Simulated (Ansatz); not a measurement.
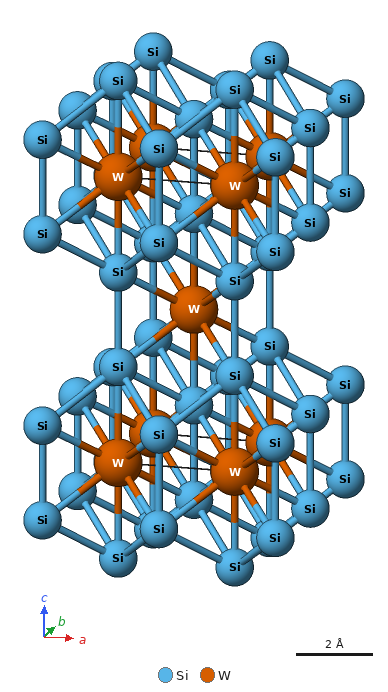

Reference structure: a crystal of Si$_{2}$W (set up in I4/mmm). A ball-and-stick model of the conventional cell (2 times the calculation's cell), seen slightly off an axis. Lengths and directions refer to the drawn axes.

Level of theory: DFT r2SCAN, scalar-relativistic, plane waves, PAW (Ansatz). Set-up: plane-wave cutoff 500 eV; k-point mesh 18 × 18 × 18; occupations gaussian; smearing width 0.1 eV; no spin polarisation.

The variant: The volume is changed by −6.0 %. The cell's shape and the atoms are relaxed at that volume.

What is the effect?

Answer. It costs 39.1 meV per atom. The pressure goes from 0.0 to 16.5 GPa. The drawn cell changes as follows: a = b 3.211 → 3.140 Å (−2.2 %), c 7.805 → 7.673 Å (−1.7 %); the volume changes by −6.0 %. The largest moves relative to the cell, 0.007 Å, are those of Si atoms. W stays in place. Among the bonded contacts that change: Si–Si 2.629 → 2.566 Å, Si–W 2.612 → 2.560 Å, Si–Si 2.578 → 2.550 Å. The space group stays I4/mmm (No. 139).

Drawn alike, the variant:

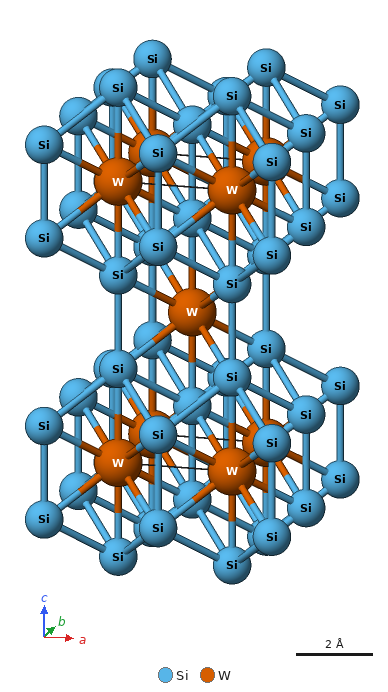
